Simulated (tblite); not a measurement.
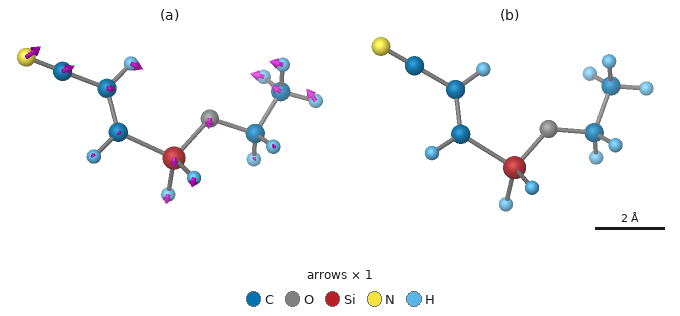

The structure of C5H9NOSi before (left) and after (right) a relaxation, at one scale. The purple arrows give the displacements, at their true length.

The picture is a ball-and-stick view, seen at a tilt.

Theory: GFN2-xTB geometry optimisation, gas phase in tblite. 

**Summarise the run.**

The energy falls by 0.206 eV in 64 geometry steps. The largest move after the best rigid fit is that of the N atom, 0.57 Å. By element the largest moves are N 0.57 Å, H 0.46 Å, C 0.41 Å, O 0.32 Å, Si 0.29 Å. Among the contacts that change: O–Si 1.670 → 1.616 Å, C–Si 1.836 → 1.878 Å, C–O 1.441 → 1.401 Å, C–C 1.427 → 1.407 Å. Among the angles between lasting bonds that change: C–O–Si 117.3° → 130.0°, O–Si–C 110.5° → 102.4°, Si–C–H 113.3° → 116.8°.
